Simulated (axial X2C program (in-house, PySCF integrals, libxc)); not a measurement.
# Linear ClSnCl⁺ at several levels

How do method and spin–orbit coupling move the bonds and stretches of ClSnCl⁺, held linear?

Method: all-electron X2C, two-component (2c) or spin-free, Cl dyall-av3z, Sn dyall-v3z; program: an in-house X2C program for linear molecules on PySCF integrals.

All values are calculated.

2 further runs of the same task are left out: 2 set aside as unsound or not needed.

## Step 1: Set-up

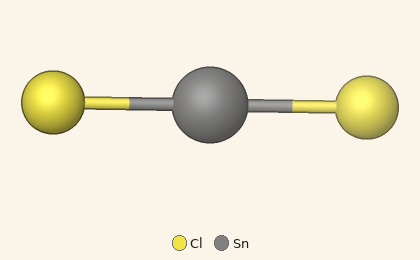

The atoms on one line, bonds 2.390 and 2.390 Å (chlorine yellow, tin grey).

The input, task.json:

```json
{"zs": [17, 50, 17], "q": 1, "bas": ["dyall-av3z", "dyall-v3z", "dyall-av3z"], "r0": [2.39, 2.39], "symm": 1, "scan": ["PBE0", "HF", "PBE"], "levels": ["PBE0", "HF", "B3LYP"], "nst": 2}
```

Keys: zs atomic numbers; q charge; bas basis sets; r0 starting distance in Å; symm equal bonds; scan levels of the two-bond scan; levels methods; nst determinants followed.

Run with:

```sh
$ python solin.py task.json out
```

Masses Cl 34.969, Sn 119.902, Cl 34.969 u.

## Step 2: Scan at PBE0, 2c

State: Ω = 1/2 (beyond evenly filled blocks: ω = 1/2). Energies above the lowest point, from the job's result record:

```
r(Cl–Sn) (Å)  r(Sn–Cl) (Å)  E (meV)
      2.2864        2.2864    48.90
      2.2864        2.3450    20.99
      2.2864        2.4036    30.46
      2.3450        2.2864    20.99
      2.3450        2.3450     0.00
      2.3450        2.4036    16.34
      2.3450        2.4623    58.67
      2.4036        2.2864    30.46
      2.4036        2.3450    16.34
      2.4036        2.4036    39.65
      2.4623        2.3450    58.67
      2.4623        2.4623   145.51
```

A quadratic surface with cubic terms in each bond gives the minimum at 2.346 and 2.346 Å, force constants 1.74, 1.74 and coupling 0.33 mdyn/Å.

## Step 3: Scan at PBE, 2c

State: Ω = 1/2 (beyond evenly filled blocks: ω = 1/2). Energies above the lowest point, from the job's result record:

```
r(Cl–Sn) (Å)  r(Sn–Cl) (Å)  E (meV)
      2.2864        2.2864    87.56
      2.2864        2.3450    41.47
      2.2864        2.4036    35.40
      2.3450        2.2864    41.47
      2.3450        2.3450     0.80
      2.3450        2.4036     0.00
      2.3450        2.4623    28.31
      2.4036        2.2864    35.40
      2.4036        2.3450     0.00
      2.4036        2.4036     4.39
      2.4623        2.3450    28.31
      2.4623        2.4623    76.28
```

A quadratic surface with cubic terms in each bond gives the minimum at 2.371 and 2.371 Å, force constants 1.63, 1.63 and coupling 0.24 mdyn/Å.

## Step 4: Scan at PBE0, spin-free

State: M_S = 1/2, Λ = 0 (beyond evenly filled blocks: σα). Energies above the lowest point, from the job's result record:

```
r(Cl–Sn) (Å)  r(Sn–Cl) (Å)  E (meV)
      2.2864        2.2864    47.90
      2.2864        2.3450    20.50
      2.2864        2.4036    30.51
      2.3450        2.2864    20.50
      2.3450        2.3450     0.00
      2.3450        2.4036    16.84
      2.3450        2.4623    59.69
      2.4036        2.2864    30.51
      2.4036        2.3450    16.84
      2.4036        2.4036    40.62
      2.4623        2.3450    59.69
      2.4623        2.4623   147.47
```

A quadratic surface with cubic terms in each bond gives the minimum at 2.345 and 2.345 Å, force constants 1.75, 1.75 and coupling 0.32 mdyn/Å.

## Step 5: Comparison

| level | r(Cl–Sn) (Å) | r(Sn–Cl) (Å) | lower stretch (cm⁻¹) | upper stretch (cm⁻¹) |
| --- | --- | --- | --- | --- |
| PBE0, 2c | 2.346 | 2.346 | 316.7 | 329.9 |
| PBE, 2c | 2.371 | 2.371 | 301.7 | 327.0 |
| PBE0, spin-free | 2.345 | 2.345 | 317.1 | 330.8 |
| PBE, spin-free | 2.370 | 2.370 | 302.1 | 327.8 |

Scans not shown above were run alike.

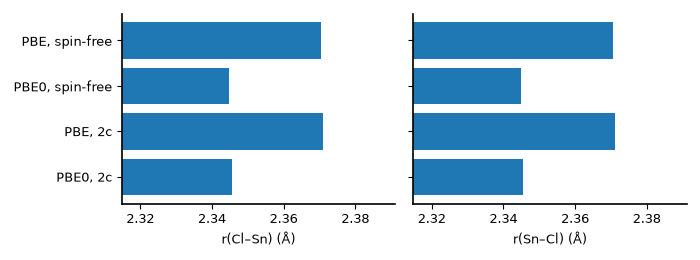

The two bond lengths by level.

**Reading.** Over the levels the Cl–Sn bond spans 2.345 to 2.371 Å and the Sn–Cl bond 2.345 to 2.371 Å. At PBE0 spin–orbit coupling leaves both bonds unchanged to 0.001 Å. Each state is one determinant, the lowest of a limited PBE0 search; the stretches come from a fit to few points and are good to some per cent at best. The stretches are sorted by size, and where the two bonds are alike the symmetric and antisymmetric modes can swap order between levels. The molecule was held linear; bending was not examined, so a bent shape may lie lower.
